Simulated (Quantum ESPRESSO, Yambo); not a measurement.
# Al2O3 (Corundum): G0W0 in Yambo against the bands

How does the gap of Al2O3 (Corundum) converge in the bands?

Main program and level: Yambo 5.3.0; PBE and many-body steps on it, plane waves.

## (1) Set-up

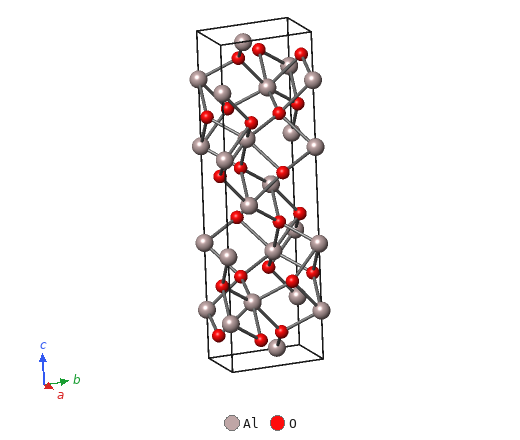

The cell as given, slightly off an axis (aluminium light grey, oxygen red). This picture shows the conventional cell, with its axes. Some periodic images of atoms are drawn too.

As a file:

```xyz
10
Lattice="2.3802 1.3742 4.3319 -2.3802 1.3742 4.3319 0.0000 -2.7485 4.3319" Properties=species:S:1:pos:R:3 pbc="T T T"
Al    0.0000    0.0000    4.5765
Al    0.0000    0.0000    1.9213
Al    0.0000    0.0000    8.4191
Al    0.0000    0.0000   11.0743
O    -0.9203    1.3742    7.5808
O    -0.7300   -1.4841    7.5808
O     1.6503    0.1099    7.5808
O     0.9203   -1.3742    5.4148
O     0.7300    1.4841    5.4148
O    -1.6503   -0.1099    5.4148
```

The cell and positions come from the Crystallography Open Database and are kept as given unless a step says otherwise.

## (2) 44 bands

This step: Yambo 5.3.0; G0W0 on PBE, plane waves, norm-conserving pseudopotentials.

Now the one-shot GW correction: screening in the RPA, then the self-energy of the levels asked for.

The input, gw1.in:

```
HF_and_locXC
gw0
dyson
ppa
em1d
rim_cut
RandQpts= 1000000
RandGvec= 1 RL
EXXRLvcs= 72 Ry
VXCRLvcs= 288 Ry
Chimod= "HARTREE"
% BndsRnXp
 1 | 44 |
%
NGsBlkXp= 9 Ry
% LongDrXp
 1 | 1 | 1 |
%
% GbndRnge
 1 | 44 |
%
DysSolver= "n"
ExtendOut
PPAPntXp= 27.21138 eV
% QPkrange
 1 | 1 | 23 | 26 |
%
```

Started as:

```sh
$ OMP_NUM_THREADS=2 mpirun -n 4 yambo -F gw1.in -J gw1 -C gw1 > gw1.log
```

Output:

```text
 Yambo, version 5.3.0

 [02] CORE Variables Setup
 =========================

  [... cell, symmetries and grids as in the set-up ...]

  [02.05] Energies & Occupations
  ==============================

  [X] === General ===
  [X] Electronic Temperature                        :  0.000000  0.000000 [eV K]
  [X] Bosonic    Temperature                        :  0.000000  0.000000 [eV K]
  [X] Finite Temperature mode                       : no
  [X] El. density                                   :  0.56459E+24 [cm-3]
  [X] Fermi Level                                   :  7.718763 [eV]

  [X] === Gaps and Widths ===
  [X] Conduction Band Min                           :  6.266286 [eV]
  [X] Valence Band Max                              :  0.000000 [eV]
  [X] Filled Bands                                  :  24
  [X] Empty Bands                                   :    25   378
  [X] Direct Gap                                    :  6.266286 [eV]
  [X] Direct Gap localized at k                     :  1
  [X] Indirect Gap                                  :  6.266286 [eV]
  [X] Indirect Gap between kpts                     :  1  1
  [X] Last valence band width                       :  0.549059 [eV]
  [X] 1st conduction band width                     :  3.582157 [eV]

 [03] Transferred momenta grid and indexing
 ==========================================

 IBZ Q-points                                      :  14
 BZ  Q-points                                      :   64

 K/Q-points units:
 rlu = crystal or reduced units; cc = cartesian coordinates; iku = interal k-units

 Q [ 1]         [rlu]:  0.000000  0.000000  0.000000
 Q [ 2]         [rlu]: -0.13482E-16 -0.27360E-16  0.25000
 Q [ 3]         [rlu]:  0.26965E-16  0.54720E-16 -0.50000
 Q [ 4]         [rlu]:  0.86127E-17  0.25000      0.25000
 Q [ 5]         [rlu]: -0.12880E-16  0.25000      0.50000
 Q [ 6]         [rlu]: -0.15111E-16  0.25000     -0.25000
 Q [ 7]         [rlu]:  0.11061E-15 -0.50000     -0.50000
 Q [ 8]         [rlu]:  0.250000  0.250000  0.250000
 Q [ 9]         [rlu]:  0.250000  0.250000  0.500000
 Q [10]         [rlu]:  0.250000  0.250000 -0.250000
 Q [11]         [rlu]:  0.250000  0.500000  0.500000
 Q [12]         [rlu]:  0.250000  0.500000  0.750000
 Q [13]         [rlu]: -0.500000 -0.500000 -0.500000
 Q [14]         [rlu]: -0.25000      0.44742E-17 -0.50000

 [04] Coloumb potential Random Integration (RIM)
 ===============================================

  [04.01] RIM initialization
  ==========================

  * Diagonal components only detected *

  8 x (sBL volume)        :  0.054043 [a.u.]
  sBZ random points       :  1000000
  Points outside the sBZ  :   7967396
  RL volume               :  0.432347 [a.u.]
  Integrated volume       :  0.434116 [a.u.]

  [04.02] RIM integrals
  =====================

  Gamma point sphere radius             :  0.068580 [a.u.]
  Points outside the sphere             :   800626
  [Int_sBZ(q=0) 1/q^2]*(Vol_sBZ)^(-1/3) =:  7.770918
                                 should be <:  7.795600

  Summary of Coulomb integrals for non-metallic bands |Q|[au] RIM/Bare

  Q [1] 0.100000E-4 0.996834 * Q [8] 0.191887 1.041586
  Q [2] 0.211524 1.077508 * Q [4] 0.238781 1.069714
  Q [9] 0.325746 1.027742 * Q [6] 0.349219 1.032846
  Q [11] 0.378062 1.020848 * Q [13] 0.383774 1.015523
  Q [5] 0.398466 1.024401 * Q [14] 0.398466 1.024201
  Q [10] 0.408285 1.024609 * Q [3] 0.423049 1.022144
  Q [7] 0.477561 1.017329 * Q [12] 0.518880 1.013830

 [WARNING] [Xp] User bands 1-44 break level degeneracy

 [05] Dipoles
 ============

  [05.01] Setup: observables and procedures
  =========================================

  [WARNING] [x,Vnl] slows the Dipoles computation. To neglect it rename the ns.kb_pp file

 [06] Dynamic Dielectric Matrix (PPA)
 ====================================

 [WR./gw1//ndb.pp]---------------------------------------------------------------
  Brillouin Zone Q/K grids (IBZ/BZ)                :   14   64   14   64
  RL vectors                                       :   7193 [WF]
  Coulomb cutoff potential                         : none
  Electronic Temperature                           :  0.000000 [K]
  Bosonic    Temperature                           :  0.000000 [K]
  PPA    diel. fun.  energies                      : Perdew, Burke & Ernzerhof(X)+Perdew, Burke & Ernzerhof(C)
  wavefunctions                                    : Perdew, Burke & Ernzerhof(X)+Perdew, Burke & Ernzerhof(C)
  Global Gauge                                     : length
  X matrix size                                    :  283
  X band range                                     :    1   44
  X e/h energy range                               : -1.000000 -1.000000 [eV]
  X Time ordering                                  : R
  X Hxc Kernel                                     : HARTREE
  X Drude frequency                                :  0.000000  0.000000
  X poles                                          :  100.0000 [o/o]
  RL vectors in the sum                            :   7193
  [r,Vnl] included                                 : yes
  Field direction                                  :  0.577350E-5  0.577350E-5  0.577350E-5
  BZ energy Double Grid                            : no
  BZ energy DbGd points                            : 0
  BZ Q point size factor                           : -1.000000
  X Optical Averaged directions                    : none

 [07] Local Exchange-Correlation + Non-Local Fock
 ================================================

 [VXC] Plane waves :   47361
 [EXS] Plane waves :   5903

 QP @ state[ 1 ] K range:  1  1
 QP @ state[ 1 ] b range:  23  26

 [xc] Functional : Perdew, Burke & Ernzerhof(X)+Perdew, Burke & Ernzerhof(C)
 [xc] LIBXC used to calculate xc functional
  PP Number of Atomic Species                      :  2
  NLCC RL compoments                               :   47361
  PP Number of Atomic Species                      :  2
  NLCC RL compoments                               :   47361

 [xc] E_xc :  -25.09480 [Ha]
      E_xc :  -50.18961 [Ry]

  Local XC kind (lXC) : Perdew, Burke & Ernzerhof(X)+Perdew, Burke & Ernzerhof(C)
  Non-Local XC kind (nlXC) : Hartree-Fock

  Corrections @ K [1] :  [eV]
 <23|nlXC|23> = -25.96448  0.82281E-17 <23|lXC|23> = -20.46721  0.18882E-15
 <24|nlXC|24> = -25.83744 -0.25266E-16 <24|lXC|24> = -20.39734 -0.16579E-23
 <25|nlXC|25> = -8.925463  0.17510E-18 <25|lXC|25> = -13.77888 -0.70806E-16
 <26|nlXC|26> = -6.122233 -0.40166E-19 <26|lXC|26> = -11.42354 -0.94408E-16

 [08] Dyson equation: Newton solver
 ==================================

  [08.01] G0W0 (W PPA)
  ====================

  [  GW  ] Bands range     :    1   44
  [GW/PPA] G damping       :  0.100000 [eV]

  QP @ state[ 1 ] K range:  1  1
  QP @ state[ 1 ] b range:  23  26

   Sc/G bands                                       :    1   44
   Sc/G damping                                     :  0.100000 ev
   Sc bands terminator                              : no
   Sx RL components                                 :   5903

   QP @ state[ 1 ] K range                          :  1  1
   QP @ state[ 1 ] b range                          :  23  26
   GF energies kind                                 : Perdew, Burke & Ernzerhof(X)+Perdew, Burke & Ernzerhof(C)
   GF WF`s kind                                     : Perdew, Burke & Ernzerhof(X)+Perdew, Burke & Ernzerhof(C)
   Xs energies kind                                 : Perdew, Burke & Ernzerhof(X)+Perdew, Burke & Ernzerhof(C)
   Xs WF`s kind                                     : Perdew, Burke & Ernzerhof(X)+Perdew, Burke & Ernzerhof(C)

 [11] Game Over & Game summary
```

The job ended after 36 s (4 MPI ranks of Arm Neoverse V2, shared host; peak memory 3.2 GiB).

This step gave:

| Item | Value |
| --- | --- |
| G0W0 gap on the points computed | 9.079 eV |
| starting gap on the mesh | 6.266 eV |
| k of the valence top | 0, 0, 0 |
| k of the conduction bottom | 0, 0, 0 |
| least direct G0W0 gap on the computed points | 9.079 eV |
| Z at the valence top | 0.8155 |
| Z at the conduction bottom | 0.8619 |

The gap on the mesh goes from 6.27 eV to 9.08 eV, a correction of +2.81 eV.

## (3) 68 bands

The input, gw2.in:

```
HF_and_locXC
gw0
dyson
ppa
em1d
rim_cut
RandQpts= 1000000
RandGvec= 1 RL
EXXRLvcs= 72 Ry
VXCRLvcs= 288 Ry
Chimod= "HARTREE"
% BndsRnXp
 1 | 68 |
%
NGsBlkXp= 9 Ry
% LongDrXp
 1 | 1 | 1 |
%
% GbndRnge
 1 | 68 |
%
DysSolver= "n"
ExtendOut
PPAPntXp= 27.21138 eV
% QPkrange
 1 | 1 | 23 | 26 |
%
```

Started as:

```sh
$ OMP_NUM_THREADS=2 mpirun -n 4 yambo -F gw2.in -J gw2 -C gw2 > gw2.log
```

Output:

```text
 Yambo, version 5.3.0

 [02] CORE Variables Setup
 =========================

  [... cell, symmetries and grids as in the set-up ...]

  [02.05] Energies & Occupations
  ==============================

  [X] === General ===
  [X] Electronic Temperature                        :  0.000000  0.000000 [eV K]
  [X] Bosonic    Temperature                        :  0.000000  0.000000 [eV K]
  [X] Finite Temperature mode                       : no
  [X] El. density                                   :  0.56459E+24 [cm-3]
  [X] Fermi Level                                   :  7.718763 [eV]

  [X] === Gaps and Widths ===
  [X] Conduction Band Min                           :  6.266286 [eV]
  [X] Valence Band Max                              :  0.000000 [eV]
  [X] Filled Bands                                  :  24
  [X] Empty Bands                                   :    25   378
  [X] Direct Gap                                    :  6.266286 [eV]
  [X] Direct Gap localized at k                     :  1
  [X] Indirect Gap                                  :  6.266286 [eV]
  [X] Indirect Gap between kpts                     :  1  1
  [X] Last valence band width                       :  0.549059 [eV]
  [X] 1st conduction band width                     :  3.582157 [eV]

 [03] Transferred momenta grid and indexing
 ==========================================

 IBZ Q-points                                      :  14
 BZ  Q-points                                      :   64

 K/Q-points units:
 rlu = crystal or reduced units; cc = cartesian coordinates; iku = interal k-units

 Q [ 1]         [rlu]:  0.000000  0.000000  0.000000
 Q [ 2]         [rlu]: -0.13482E-16 -0.27360E-16  0.25000
 Q [ 3]         [rlu]:  0.26965E-16  0.54720E-16 -0.50000
[...]
================================================

 [VXC] Plane waves :   47361
 [EXS] Plane waves :   5903

 QP @ state[ 1 ] K range:  1  1
 QP @ state[ 1 ] b range:  23  26

 [xc] Functional : Perdew, Burke & Ernzerhof(X)+Perdew, Burke & Ernzerhof(C)
 [xc] LIBXC used to calculate xc functional
  PP Number of Atomic Species                      :  2
  NLCC RL compoments                               :   47361
  PP Number of Atomic Species                      :  2
  NLCC RL compoments                               :   47361

 [xc] E_xc :  -25.09480 [Ha]
      E_xc :  -50.18961 [Ry]

  Local XC kind (lXC) : Perdew, Burke & Ernzerhof(X)+Perdew, Burke & Ernzerhof(C)
  Non-Local XC kind (nlXC) : Hartree-Fock

  Corrections @ K [1] :  [eV]
 <23|nlXC|23> = -25.96448  0.82281E-17 <23|lXC|23> = -20.46721  0.18882E-15
 <24|nlXC|24> = -25.83744 -0.25266E-16 <24|lXC|24> = -20.39734 -0.16579E-23
 <25|nlXC|25> = -8.925463  0.17510E-18 <25|lXC|25> = -13.77888 -0.70806E-16
 <26|nlXC|26> = -6.122233 -0.40166E-19 <26|lXC|26> = -11.42354 -0.94408E-16

 [08] Dyson equation: Newton solver
 ==================================

  [08.01] G0W0 (W PPA)
  ====================

  [  GW  ] Bands range     :    1   68
  [GW/PPA] G damping       :  0.100000 [eV]

  QP @ state[ 1 ] K range:  1  1
  QP @ state[ 1 ] b range:  23  26

   Sc/G bands                                       :    1   68
   Sc/G damping                                     :  0.100000 ev
   Sc bands terminator                              : no
   Sx RL components                                 :   5903

   QP @ state[ 1 ] K range                          :  1  1
   QP @ state[ 1 ] b range                          :  23  26
   GF energies kind                                 : Perdew, Burke & Ernzerhof(X)+Perdew, Burke & Ernzerhof(C)
   GF WF`s kind                                     : Perdew, Burke & Ernzerhof(X)+Perdew, Burke & Ernzerhof(C)
   Xs energies kind                                 : Perdew, Burke & Ernzerhof(X)+Perdew, Burke & Ernzerhof(C)
   Xs WF`s kind                                     : Perdew, Burke & Ernzerhof(X)+Perdew, Burke & Ernzerhof(C)

 [11] Game Over & Game summary
```

It took 65 s on 4 MPI ranks; peak memory 3.2 GiB; 8.1 min of CPU time.

Numbers from this step:

```
G0W0 gap on the points computed              : 8.586 eV
starting gap on the mesh                     : 6.266 eV
k of the valence top                         : 0, 0, 0
k of the conduction bottom                   : 0, 0, 0
least direct G0W0 gap on the computed points : 8.586 eV
Z at the valence top                         : 0.8187
Z at the conduction bottom                   : 0.8569
```

Against the run before, the gap moves by −0.493 eV.

## (4) 113 bands

The input, gw3.in:

```
HF_and_locXC
gw0
dyson
ppa
em1d
rim_cut
RandQpts= 1000000
RandGvec= 1 RL
EXXRLvcs= 72 Ry
VXCRLvcs= 288 Ry
Chimod= "HARTREE"
% BndsRnXp
 1 | 113 |
%
NGsBlkXp= 9 Ry
% LongDrXp
 1 | 1 | 1 |
%
% GbndRnge
 1 | 113 |
%
DysSolver= "n"
ExtendOut
PPAPntXp= 27.21138 eV
% QPkrange
 1 | 1 | 23 | 26 |
%
```

Started as:

```sh
$ OMP_NUM_THREADS=2 mpirun -n 4 yambo -F gw3.in -J gw3 -C gw3 > gw3.log
```

Output:

```text
 Yambo, version 5.3.0

 [02] CORE Variables Setup
 =========================

  [... cell, symmetries and grids as in the set-up ...]

  [02.05] Energies & Occupations
  ==============================

  [X] === General ===
  [X] Electronic Temperature                        :  0.000000  0.000000 [eV K]
  [X] Bosonic    Temperature                        :  0.000000  0.000000 [eV K]
  [X] Finite Temperature mode                       : no
  [X] El. density                                   :  0.56459E+24 [cm-3]
[...]
Sx RL components                                 :   5903

   QP @ state[ 1 ] K range                          :  1  1
   QP @ state[ 1 ] b range                          :  23  26
   GF energies kind                                 : Perdew, Burke & Ernzerhof(X)+Perdew, Burke & Ernzerhof(C)
   GF WF`s kind                                     : Perdew, Burke & Ernzerhof(X)+Perdew, Burke & Ernzerhof(C)
   Xs energies kind                                 : Perdew, Burke & Ernzerhof(X)+Perdew, Burke & Ernzerhof(C)
   Xs WF`s kind                                     : Perdew, Burke & Ernzerhof(X)+Perdew, Burke & Ernzerhof(C)

 [11] Game Over & Game summary
```

Elapsed: 2 min, on 4 MPI ranks; peak memory 3.3 GiB.

Numbers from this step:

```
G0W0 gap on the points computed              : 8.449 eV
starting gap on the mesh                     : 6.266 eV
k of the valence top                         : 0, 0, 0
k of the conduction bottom                   : 0, 0, 0
least direct G0W0 gap on the computed points : 8.449 eV
```

Against the run before, the gap moves by −0.137 eV.

(Continued in part 2 of 2.)

[Paths, hosts, dates, memory and timing lines, banners, echoed tables and standing remarks are left out of the program output.]

[Logs are printed without paths, hosts, clocks, repeated set-up lines and the standing remarks that a program may print on its own settings, such as how far it seeks lower states.]

[Runs of the session that timed out or met a known fault of the program may be left out.]

[Hosts, paths, dates, database ids (printed as entryN), source tags and the programs' standing remarks are cut or masked in the printed files.]
